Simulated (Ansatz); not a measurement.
**Ti3Al, response to strain**

The parent structure is Ti3Al (space group P6_3/mmc, No. 194; a = 5.755 Å, c = 4.655 Å).

Strains are applied to the cell and any free atomic positions relax.

Method: DFT with PBE, PAW potentials and a 420 eV plane-wave cutoff in Ansatz (an electronic-structure program), no SOC, earlier PAW set.

Notes on the quantities. energy relative to the base: free energy F.

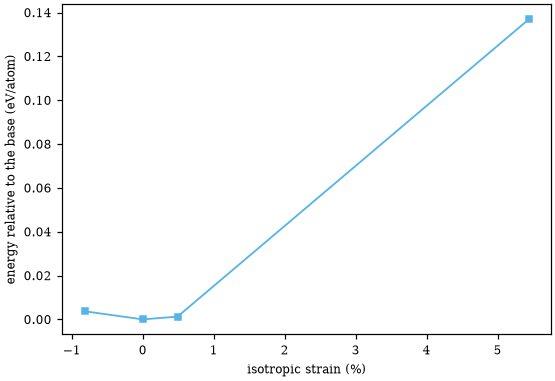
Figure. Energy relative to the base against isotropic strain

```
isotropic strain (%)  energy relative to the base
--------------------  ---------------------------
-0.82                               +3.7 meV/atom
0.49                                +1.3 meV/atom
5.44                                +137 meV/atom
```

Stability against distortions was not tested. All final runs are without spin polarisation.
